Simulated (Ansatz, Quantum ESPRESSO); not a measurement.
# From contact to tunnelling: vacuum gaps between two Ir(100) faces, part 4 of 5

Wanted: T at the Fermi level along a series, and its decay constant, for vacuum gaps between two Ir(100) faces.

Quantum ESPRESSO 7.5; plane-wave DFT, LDA, GBRV ultrasoft pseudopotentials; cross-check by Ansatz 0.2.0 with PAW datasets.

So far. Step 6 (The open system, 5 Å): T goes from 0.352 to 0.0892, a factor of 4.0. Step 7 (Cross-check with Ansatz, 5 Å): Ansatz finds T = 0.129 against pwcond's 0.0892.

### Step 8. SCF with pw.x, 6 Å

Level of this step: plane-wave DFT, LDA, GBRV ultrasoft pseudopotentials (Quantum ESPRESSO 7.5).

j2.scf.in

```
&control
  prefix = 'j2.scf'
  outdir = './out'
  pseudo_dir = './pseudo'
  calculation = 'scf'
  tprnfor = .true.
/
&system
  ibrav = 0
  nat = 16
  ntyp = 1
  ecutwfc = 40
  ecutrho = 200
  occupations = 'smearing'
  smearing = 'mv'
  degauss = 0.01
/
&electrons
  conv_thr = 1e-07
  mixing_beta = 0.25
  electron_maxstep = 120
  mixing_mode = 'local-TF'
/
ATOMIC_SPECIES
  Ir  192.2170  ir_lda_v1.2.uspp.F.UPF
CELL_PARAMETERS angstrom
  2.73650324319194 0.00000000000000 0.00000000000000
  0.00000000000000 2.73650324319194 0.00000000000000
  0.00000000000000 0.00000000000000 35.02500000000000
ATOMIC_POSITIONS crystal
  Ir  0.000000000000 0.000000000000 0.000000000000
  Ir  0.500000000000 0.500000000000 0.055246252677
  Ir  0.000000000000 0.000000000000 0.110492505353
  Ir  0.500000000000 0.500000000000 0.165738758030
  Ir  0.000000000000 0.000000000000 0.220985010707
  Ir  0.500000000000 0.500000000000 0.276231263383
  Ir  0.000000000000 0.000000000000 0.331477516060
  Ir  0.500000000000 0.500000000000 0.386723768737
  Ir  0.000000000000 0.000000000000 0.558029978587
  Ir  0.500000000000 0.500000000000 0.613276231263
  Ir  0.000000000000 0.000000000000 0.668522483940
  Ir  0.500000000000 0.500000000000 0.723768736617
  Ir  0.000000000000 0.000000000000 0.779014989293
  Ir  0.500000000000 0.500000000000 0.834261241970
  Ir  0.000000000000 0.000000000000 0.889507494647
  Ir  0.500000000000 0.500000000000 0.944753747323
K_POINTS automatic
  9 9 1 0 0 0
```

Launch:

```bash
OMP_NUM_THREADS=1 mpirun -n 4 pw.x -nk 4 -in j2.scf.in > j2.scf.out
```

Numbers of over 12 decimals in the logs are rounded to 6 here.

Log:

```text
[banner, memory and clock lines left out]
Program PWSCF v.7.5 starts
[...]
Message from routine setup:
[...]
number of electrons       =       240.00
     number of Kohn-Sham states=          144
     kinetic-energy cutoff     =      40.0000  Ry
     charge density cutoff     =     200.0000  Ry
[...]
number of k points=    15  Marzari-Vanderbilt smearing, width (Ry)=  0.0100
[...]
Dense  grid:    84573 G-vectors     FFT dimensions: (  24,  24, 300)
[...]
negative rho (up, down):  5.743E+00 0.000E+00
     Starting wfcs are  192 randomized atomic wfcs
[...]
negative rho (up, down):  5.360E+00 0.000E+00
[...]
estimated scf accuracy    <      29.64774549 Ry
[...]
negative rho (up, down):  4.719E+00 0.000E+00
[...]
estimated scf accuracy    <      12.54663827 Ry
[...]
negative rho (up, down):  4.686E+00 0.000E+00
[...]
estimated scf accuracy    <       1.02272119 Ry
[...]
negative rho (up, down):  4.630E+00 0.000E+00
[...]
estimated scf accuracy    <       0.51340809 Ry
[...]
negative rho (up, down):  4.760E+00 0.000E+00
[...]
estimated scf accuracy    <       0.02462332 Ry
[...]
negative rho (up, down):  4.860E+00 0.000E+00
[...]
estimated scf accuracy    <       0.00893728 Ry
[...]
negative rho (up, down):  4.878E+00 0.000E+00
[...]
estimated scf accuracy    <       0.00056465 Ry
[...]
negative rho (up, down):  4.880E+00 0.000E+00
[...]
estimated scf accuracy    <       0.00014258 Ry
[...]
negative rho (up, down):  4.882E+00 0.000E+00
[...]
estimated scf accuracy    <       0.00007945 Ry
[...]
negative rho (up, down):  4.883E+00 0.000E+00
[...]
estimated scf accuracy    <       0.00003775 Ry
[...]
negative rho (up, down):  4.882E+00 0.000E+00
[...]
estimated scf accuracy    <       0.00000649 Ry
[...]
negative rho (up, down):  4.882E+00 0.000E+00
[...]
estimated scf accuracy    <       0.00000197 Ry
[...]
negative rho (up, down):  4.882E+00 0.000E+00
[...]
estimated scf accuracy    <       0.00000033 Ry
[...]
negative rho (up, down):  4.882E+00 0.000E+00
[...]
the Fermi energy is    20.3196 ev
!    total energy              =   -2909.86075229 Ry
     estimated scf accuracy    <       0.00000005 Ry
     smearing contrib. (-TS)   =      -0.00153811 Ry
     internal energy E=F+TS    =   -2909.85921418 Ry
[...]
one-electron contribution =   -4226.14844991 Ry
     hartree contribution      =    2302.38781068 Ry
     xc contribution           =    -803.47957318 Ry
     ewald contribution        =    -182.61900178 Ry
     convergence has been achieved in  14 iterations
     negative rho (up, down):  4.882E+00 0.000E+00
[...]
Total force =     0.115671     Total SCF correction =     0.000540
[...]
```

Run time: 3.6 min. Hardware: 4 MPI ranks of Arm Neoverse V1, shared host; peak memory 1.2 GiB; 14 min of CPU time.

This step gave:

* free energy: -39590.6724 eV
* Fermi energy: 20.32 eV

### Step 9. Transmission with pwcond.x, 6 Å

j2.cond.in

```
&inputcond
  outdir = './out'
  prefixt = 'j2.scf'
  tran_file = 'j2.cond.dat'
  bdl = 2.8284271247
  bds = 12.7991808843
  ikind = 1
  ewind = 4.0
  epsproj = 1e-05
  nz1 = 7
  energy0 = 0.4
  denergy = -0.4
/
15
  0.00000000 0.00000000 0.01562500
  0.00000000 0.12500000 0.06250000
  0.00000000 0.25000000 0.06250000
  0.00000000 0.37500000 0.06250000
  0.00000000 0.50000000 0.03125000
  0.12500000 0.12500000 0.06250000
  0.12500000 0.25000000 0.12500000
  0.12500000 0.37500000 0.12500000
  0.12500000 0.50000000 0.06250000
  0.25000000 0.25000000 0.06250000
  0.25000000 0.37500000 0.12500000
  0.25000000 0.50000000 0.06250000
  0.37500000 0.37500000 0.06250000
  0.37500000 0.50000000 0.06250000
  0.50000000 0.50000000 0.01562500
3
```

Launch:

```bash
OMP_NUM_THREADS=1 mpirun -n 4 pwcond.x -in j2.cond.in > j2.cond.out
```

Log:

```text
[banner, memory and clock lines left out]
Program PWCOND v.7.5 starts
[citation notice left out]

[...]
./out/j2.scf.save/

[...]
negative rho (up, down):  4.882E+00 0.000E+00
     Reading collected, re-writing distributed wavefunctions

===== INPUT FILE containing all the regions =====

     GEOMETRY:

     lattice parameter (alat)  =       5.1712  a.u.
     the volume                =    1769.9732 (a.u.)^3
     the cross section         =      26.7417 (a.u.)^2
     l of the unit cell        =      12.7992 (alat)
[...]
2 -->     3     0.00000     0.00000
    2 -->     4     0.00000     0.00000
   Total T_j, R_j =    0.00001  0.99999

    3 -->     1     0.00000     0.00000
    3 -->     2     0.00000     0.00000
    3 -->     3     0.00001     0.99999
    3 -->     4     0.00000     0.00000
   Total T_j, R_j =    0.00001  0.99999

    4 -->     1     0.00000     0.00000
    4 -->     2     0.00000     0.00000
    4 -->     3     0.00000     0.00000
    4 -->     4     0.00001     0.99999
   Total T_j, R_j =    0.00001  0.99999

E-Ef(ev), T(x2 spins) =   -0.4000000   0.0000441
   T_tot     0.40000      0.21834E-01
   T_tot     0.00000      0.15924E-01
   T_tot    -0.40000      0.43574E-01

[...]
```

Run time: 80 s. Hardware: 4 MPI ranks; peak memory 0.26 GiB; 5.3 min of CPU time.

This step gave:

```
transmission at the Fermi level, one spin : 0.007962
conductance                               : 0.007962 G₀
```

Per spin; mean over the k mesh across the current. The transmission, zone mean by energy, zero at the Fermi level:

| energy (eV) | transmission, zone mean |
| --- | --- |
| -0.400 | 0.0218 |
| 0.000 | 0.00796 |
| 0.400 | 0.0109 |

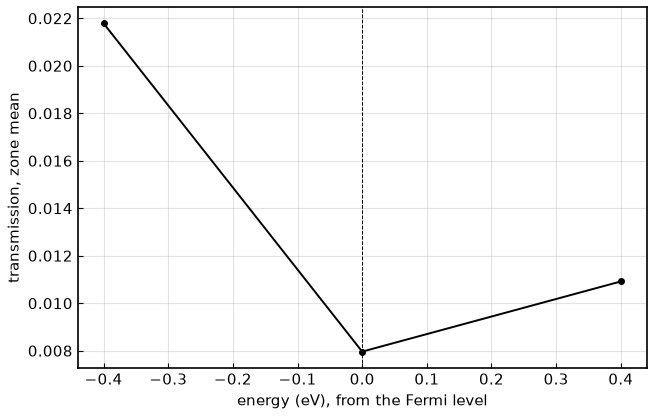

Transmission, zone mean against energy.

At 0.000 eV; k in fractions of b1, b2. Transmission by k point:

| k1 | k2 | weight | t | channels |
| --- | --- | --- | --- | --- |
| 0 | 0 | 0.01562 | 0.05118 | 4 |
| 0 | 0.125 | 0.0625 | 0.04523 | 3 |
| 0 | 0.25 | 0.0625 | 0.01265 | 2 |
| 0 | 0.375 | 0.0625 | 5.00e-8 | 2 |
| 0 | 0.5 | 0.03125 | 0 | 2 |
| 0.125 | 0.125 | 0.0625 | 0.009548 | 2 |
| 0.125 | 0.25 | 0.125 | 0.01374 | 2 |
| 0.125 | 0.375 | 0.125 | 0.001803 | 3 |
| 0.125 | 0.5 | 0.0625 | 0.001083 | 2 |
| 0.25 | 0.25 | 0.0625 | 0.01309 | 2 |
| 0.25 | 0.375 | 0.125 | 6.32e-4 | 3 |
| 0.25 | 0.5 | 0.0625 | 0 | 0 |
| 0.375 | 0.375 | 0.0625 | 5.13e-5 | 1 |
| 0.375 | 0.5 | 0.0625 | 5.92e-4 | 2 |
| 0.5 | 0.5 | 0.01562 | 3.30e-5 | 4 |

The run is unpolarised; a magnetic state was not tried, may lie lower and would change T.

T goes from 0.0892 to 0.00796, a factor of 11.

### Step 10. Cross-check with Ansatz, 6 Å

Level of this step: plane-wave DFT, LDA, Ansatz PAW (Ansatz 0.2.0).

input.yaml

```yaml
crystal:
  lattice:
    - [2.7365032432, 0.0, 0.0]
    - [0.0, 2.7365032432, 0.0]
    - [0.0, 0.0, 35.025]
  atoms:
    - { symbol: Ir, position: [0.0, 0.0, 0.0] }
    - { symbol: Ir, position: [0.5, 0.5, 0.0552462527] }
    - { symbol: Ir, position: [0.0, 0.0, 0.1104925054] }
    - { symbol: Ir, position: [0.5, 0.5, 0.165738758] }
    - { symbol: Ir, position: [0.0, 0.0, 0.2209850107] }
    - { symbol: Ir, position: [0.5, 0.5, 0.2762312634] }
    - { symbol: Ir, position: [0.0, 0.0, 0.3314775161] }
    - { symbol: Ir, position: [0.5, 0.5, 0.3867237687] }
    - { symbol: Ir, position: [0.0, 0.0, 0.5580299786] }
    - { symbol: Ir, position: [0.5, 0.5, 0.6132762313] }
    - { symbol: Ir, position: [0.0, 0.0, 0.6685224839] }
    - { symbol: Ir, position: [0.5, 0.5, 0.7237687366] }
    - { symbol: Ir, position: [0.0, 0.0, 0.7790149893] }
    - { symbol: Ir, position: [0.5, 0.5, 0.834261242] }
    - { symbol: Ir, position: [0.0, 0.0, 0.8895074946] }
    - { symbol: Ir, position: [0.5, 0.5, 0.9447537473] }
kpoints:
  mp_grid: { grid: [9, 9, 1] }
hamiltonian:
  xc: lda
scf:
  occupations: { method: fermi_dirac, width: 0.1 }
  convergence: { dr2_threshold: 1.0e-08 }
output:
  transmission: { leads: [[0, 2]], e_range: [-0.4, 0.4], de: 0.4, kmesh: [8, 8] }
  write_potential: true
  write_density: true
  volumetric_format: npy
  elf: true
```

Launch:

```bash
ansatz run input.yaml --threads 4 --pin off --max-ram 16384MiB --backend cpu --events-out ev --progress --plain --runs-dir out
```

Log:

```text
[...]
Crystal: 16 atoms, lattice volume = 262.283 Å³
Basis set: ecut = 420 eV, 5241 PW (Γ)
Bands: 164, of which v1, the nominal top of the filled ones, is band 136 counted from 1 (135 counted from 0)
Symmetry: 16 space group operations
[...]
k-points: 15 of 81
[...]
k-point 14: bands = [... 132 lower, 22.2530, 22.2564, 22.2568, 22.2581, 22.2620, 22.2636, 22.2644, 22.2852, ... 24 higher]
--- Transmission ---
  basis      : 69 plane waves across, 63 finite elements along
  points     : 15, standing for a mesh of 8 x 8
[...]
channels       : 2.187500e0 a spin
[...]
slowest decay  : 0.0562 /Å at (0.5000, 0.2500)
  junction   : crystal 0 to crystal 0, -0.27 to 30.89 Å
    transmission   : 9.959739e-3 a spin
[...]
[key lines of the parts left out:]
SCF converged after 10 iterations
Free energy (F): -186610.559088 eV
Fermi energy:    21.073002 eV
```

Wall time 21 s (4 threads); peak memory 1.2 GiB.

Numbers from this step:

* free energy: -186610.5591 eV
* energy at zero smearing: -186610.2944 eV
* smearing term TS: 0.5294 eV
* Fermi energy: 21.07 eV
* transmission at the Fermi level, one spin: 0.009960

Per spin; mean over the k mesh across the current. The transmission, zone mean by energy, zero at the Fermi level:

| energy (eV) | transmission, zone mean |
| --- | --- |
| -0.400 | 0.0236 |
| 0.000 | 0.00996 |
| 0.400 | 0.00721 |

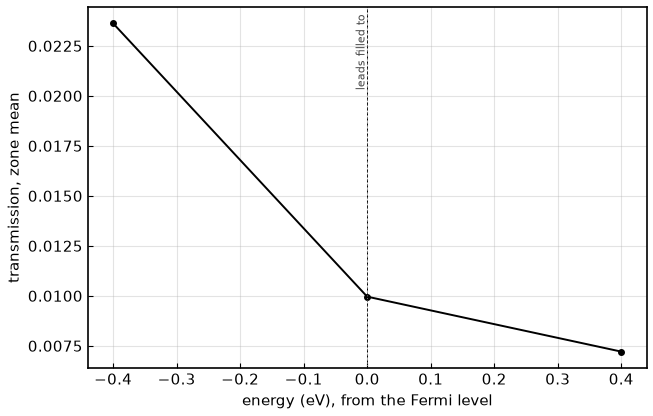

Transmission, zone mean, plotted against energy.

Ansatz finds T = 0.00996 against pwcond's 0.00796.

### Step 11. Ground state, 7 Å

Level of this step: plane-wave DFT, LDA, GBRV ultrasoft pseudopotentials (Quantum ESPRESSO 7.5).

j3.scf.in

```
&control
  prefix = 'j3.scf'
  outdir = './out'
  pseudo_dir = './pseudo'
  calculation = 'scf'
  tprnfor = .true.
/
&system
  ibrav = 0
  nat = 16
  ntyp = 1
  ecutwfc = 40
  ecutrho = 200
  occupations = 'smearing'
  smearing = 'mv'
  degauss = 0.01
/
&electrons
  conv_thr = 1e-07
  mixing_beta = 0.25
  electron_maxstep = 120
  mixing_mode = 'local-TF'
/
ATOMIC_SPECIES
  Ir  192.2170  ir_lda_v1.2.uspp.F.UPF
CELL_PARAMETERS angstrom
  2.73650324319194 0.00000000000000 0.00000000000000
  0.00000000000000 2.73650324319194 0.00000000000000
  0.00000000000000 0.00000000000000 36.02500000000000
ATOMIC_POSITIONS crystal
  Ir  0.000000000000 0.000000000000 0.000000000000
  Ir  0.500000000000 0.500000000000 0.053712699514
  Ir  0.000000000000 0.000000000000 0.107425399028
  Ir  0.500000000000 0.500000000000 0.161138098543
  Ir  0.000000000000 0.000000000000 0.214850798057
  Ir  0.500000000000 0.500000000000 0.268563497571
  Ir  0.000000000000 0.000000000000 0.322276197085
  Ir  0.500000000000 0.500000000000 0.375988896600
  Ir  0.000000000000 0.000000000000 0.570298403886
  Ir  0.500000000000 0.500000000000 0.624011103400
  Ir  0.000000000000 0.000000000000 0.677723802915
  Ir  0.500000000000 0.500000000000 0.731436502429
  Ir  0.000000000000 0.000000000000 0.785149201943
  Ir  0.500000000000 0.500000000000 0.838861901457
  Ir  0.000000000000 0.000000000000 0.892574600972
  Ir  0.500000000000 0.500000000000 0.946287300486
K_POINTS automatic
  9 9 1 0 0 0
```

Launch:

```bash
OMP_NUM_THREADS=1 mpirun -n 4 pw.x -nk 4 -in j3.scf.in > j3.scf.out
```

Log:

```text
[banner, memory and clock lines left out]
Program PWSCF v.7.5 starts
[...]
Message from routine setup:
[...]
number of electrons       =       240.00
     number of Kohn-Sham states=          144
     kinetic-energy cutoff     =      40.0000  Ry
     charge density cutoff     =     200.0000  Ry
[...]
number of k points=    15  Marzari-Vanderbilt smearing, width (Ry)=  0.0100
[...]
Dense  grid:    86975 G-vectors     FFT dimensions: (  24,  24, 320)
[...]
negative rho (up, down):  5.742E+00 0.000E+00
     Starting wfcs are  192 randomized atomic wfcs
[...]
negative rho (up, down):  5.364E+00 0.000E+00
[...]
estimated scf accuracy    <      30.02213718 Ry
[...]
negative rho (up, down):  4.718E+00 0.000E+00
[...]
estimated scf accuracy    <      12.90682271 Ry
[...]
negative rho (up, down):  4.708E+00 0.000E+00
[...]
estimated scf accuracy    <       0.97387246 Ry
[...]
negative rho (up, down):  4.644E+00 0.000E+00
[...]
estimated scf accuracy    <       0.60524242 Ry
[...]
negative rho (up, down):  4.761E+00 0.000E+00
[...]
estimated scf accuracy    <       0.02400406 Ry
[...]
negative rho (up, down):  4.863E+00 0.000E+00
[...]
estimated scf accuracy    <       0.01257991 Ry
[...]
negative rho (up, down):  4.884E+00 0.000E+00
[...]
estimated scf accuracy    <       0.00062580 Ry
[...]
negative rho (up, down):  4.881E+00 0.000E+00
[...]
estimated scf accuracy    <       0.00022632 Ry
[...]
negative rho (up, down):  4.883E+00 0.000E+00
[...]
estimated scf accuracy    <       0.00009348 Ry
[...]
negative rho (up, down):  4.885E+00 0.000E+00
[...]
estimated scf accuracy    <       0.00006363 Ry
[...]
negative rho (up, down):  4.883E+00 0.000E+00
[...]
estimated scf accuracy    <       0.00000529 Ry
[...]
negative rho (up, down):  4.883E+00 0.000E+00
[...]
estimated scf accuracy    <       0.00000741 Ry
[...]
negative rho (up, down):  4.883E+00 0.000E+00
[...]
estimated scf accuracy    <       0.00000019 Ry
[...]
negative rho (up, down):  4.883E+00 0.000E+00
[...]
the Fermi energy is    19.5955 ev
!    total energy              =   -2909.86018094 Ry
     estimated scf accuracy    <       0.00000009 Ry
     smearing contrib. (-TS)   =      -0.00163818 Ry
     internal energy E=F+TS    =   -2909.85854276 Ry
[...]
one-electron contribution =   -6287.52866349 Ry
     hartree contribution      =    3326.68550686 Ry
     xc contribution           =    -803.48101751 Ry
     ewald contribution        =     854.46563138 Ry
     convergence has been achieved in  14 iterations
     negative rho (up, down):  4.883E+00 0.000E+00
[...]
Total force =     0.116120     Total SCF correction =     0.001408
[...]
```

Run time: 3.6 min. Hardware: 4 MPI ranks; peak memory 1.2 GiB.

Numbers from this step:

| Property | Result |
| --- | --- |
| free energy | -39590.6647 eV |
| Fermi energy | 19.60 eV |

(Continued in part 5 of 5.)

[Logs are printed without paths, hosts, clocks, repeated set-up lines and the standing remarks that a program may print on its own settings, such as how far it seeks lower states.]

[Hosts, paths, dates, database ids (printed as entryN), source tags and the programs' standing remarks are cut or masked in the printed files.]

[Maps of the electrostatic potential energy from Ansatz leave out the sawtooth potential of an applied field or a dipole correction, so their vacuum need not be flat; planar profiles and work functions include it.]
